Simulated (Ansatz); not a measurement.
**CCSD(T)/def2-SVP (core potential) run of CH2FNOSn (SMILES O=C=[N][SnH2][F])**

What is the energy change on altering one bond length of CH2FNOSn at CCSD(T)/def2-SVP (core potential)? 

The calculation is run with Ansatz 0.2.0.

143 further runs of the same task are left out: 2 that didn't finish, 141 set aside as unsound or not needed.

## Step 1: The molecule

CH2FNOSn: 7 atoms, total charge 0, spin state singlet. As SMILES, `O=C=[N][SnH2][F]`. The shape is that of a PBE0-D4/def2-TZVP optimisation. This is one conformer, not always the lowest.

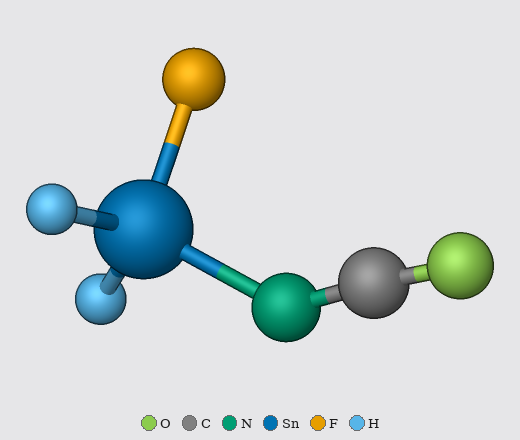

The structure, seen from a chosen angle (oxygen green, carbon grey, nitrogen teal, tin blue, fluorine amber, hydrogen blue).

## Step 2: The energy at CCSD(T)/def2-SVP (core potential)

Input file job.yaml:

```yaml
crystal:
  periodic: [false, false, false]
  atoms:
    - {symbol: O, position_ang: [-0.221700, -2.869300, -0.931600]}
    - {symbol: C, position_ang: [-0.121500, -1.906800, -0.283800]}
    - {symbol: N, position_ang: [-0.020900, -0.958200, 0.449400]}
    - {symbol: Sn, position_ang: [0.157400, 1.031600, 0.318500]}
    - {symbol: F, position_ang: [-0.877100, 1.510000, -1.220100]}
    - {symbol: H, position_ang: [-0.618600, 1.696100, 1.665200]}
    - {symbol: H, position_ang: [1.763800, 1.428500, -0.043200]}
basis:
  gaussian:
    orbitals: def2-SVP
correlation:
  method: ccsd_t
  frozen_orbitals: {C: 1, F: 1, H: 0, "N": 1, O: 1, Sn: 4}
accuracy: high
scf:
  omitted_lower_state_checks: [cluster_reference, increment]
```

On the command line:

```console
$ ansatz run job.yaml --threads 1 --pin off --max-ram 3480MiB --events-out events.jsonl --progress --plain --runs-dir runs
```

The program printed, cut to the lines that bear on the results:

```text
Warning: RAYON_NUM_THREADS=1 ignored (pool sized by the plan → 1); use --threads N
Functional definition: HF
  name "HF"
[...]
2102 factors; integrals over basis functions are off by at most 3.3e-9 eV
[...]
mean field -13087.43538088 eV, -480.9543792649 hartree, gradient 1.8e-8 eV, S^2 0.000000; 0 other end points of the search recorded, 0 dependent functions left out
8 core orbitals not correlated: weight in the atoms' cores, before any rotation towards them, 1.000 or more for the frozen orbitals, at most 0.000 for the correlated occupied ones
reference -13087.43538088 eV, -480.9543792649 hartree; 19, 19 occupied and 65, 65 virtual orbitals, 2102 factors
second order -20.54040572 eV of doubles, -0.00000000 eV of singles
cycle   1  -20.12708650 eV  change    4.1e-1 eV  update   1.4e-1
[...]
cycle  21  -20.93154254 eV  change    1.0e-9 eV  update   2.3e-9
perturbative correction -0.68044143 eV, -0.0250057613 hartree
Total energy: -13109.04736485 eV, -481.7486050267 hartree
Checks for a lower state left out: cluster_reference, increment
```

Wall time 52 s (1 thread of Arm Neoverse V2, shared host); peak memory 0.64 GiB.

## Step 3: The distorted shape, same level

Input file in.yaml:

```yaml
crystal:
  periodic: [false, false, false]
  atoms:
    - {symbol: O, position_ang: [-0.066518, -2.941063, -0.700799]}
    - {symbol: C, position_ang: [0.033682, -1.978563, -0.052999]}
    - {symbol: "N", position_ang: [0.134282, -1.029963, 0.680201]}
    - {symbol: Sn, position_ang: [0.312582, 0.959837, 0.549301]}
    - {symbol: F, position_ang: [-0.877100, 1.510000, -1.220100]}
    - {symbol: H, position_ang: [-0.463418, 1.624337, 1.896001]}
    - {symbol: H, position_ang: [1.918982, 1.356737, 0.187601]}
basis:
  gaussian:
    orbitals: def2-SVP
correlation:
  method: ccsd_t
  frozen_orbitals: {C: 1, F: 1, H: 0, "N": 1, O: 1, Sn: 4}
accuracy: high
scf:
  omitted_lower_state_checks: [cluster_reference, increment]
```

On the command line:

```console
$ ansatz run in.yaml --threads 1 --pin off --max-ram 3480MiB --events-out events.jsonl --progress --plain --runs-dir runs
```

The program printed, cut to the lines that bear on the results:

```text
Warning: RAYON_NUM_THREADS=1 ignored (pool sized by the plan → 1); use --threads N
[... 2 set-up lines as earlier in the session ...]
[...]
2092 factors; integrals over basis functions are off by at most 3.3e-9 eV
[...]
mean field -13086.71340451 eV, -480.9278471227 hartree, gradient 1.9e-8 eV, S^2 0.000000; 0 other end points of the search recorded, 0 dependent functions left out
8 core orbitals not correlated: weight in the atoms' cores, before any rotation towards them, 1.000 or more for the frozen orbitals, at most 0.000 for the correlated occupied ones
reference -13086.71340451 eV, -480.9278471227 hartree; 19, 19 occupied and 65, 65 virtual orbitals, 2092 factors
second order -20.66825327 eV of doubles, -0.00000000 eV of singles
cycle   1  -20.19879834 eV  change    4.7e-1 eV  update   1.5e-1
[...]
cycle  22  -21.05218236 eV  change  -4.2e-10 eV  update   2.9e-9
perturbative correction -0.70606729 eV, -0.0259474945 hartree
Total energy: -13108.47165416 eV, -481.7274480492 hartree
Checks for a lower state left out: cluster_reference, increment
```

Wall time 53 s (1 thread of Arm Neoverse V2, shared host); peak memory 0.63 GiB.

## Step 4: Summary of results

At CCSD(T)/def2-SVP (core potential), 8 core orbitals frozen:

```
                                                          quantity          value
                                         first shape: total energy  -481.74861 Eh
          first shape: correlation energy (8 core orbitals frozen)     -794.2 mEh
                                       first shape: (T) correction     -25.01 mEh
                                        first shape: T1 diagnostic          0.015
                                     distorted shape: total energy  -481.72745 Eh
      distorted shape: correlation energy (8 core orbitals frozen)     -799.6 mEh
                                   distorted shape: (T) correction     -25.95 mEh
                                    distorted shape: T1 diagnostic          0.017
energy change with the Sn4–F5 bond stretched from 1.915 to 2.202 Å       0.576 eV
```

With the Sn4–F5 bond stretched from 1.915 to 2.202 Å the energy rises by 0.58 eV (55.5 kJ/mol). The first shape isn't relaxed at this level, so the change isn't measured from a minimum. The triples (first shape) make up 3.1 % of the correlation energy. The triples (distorted shape) make up 3.2 % of the correlation energy.
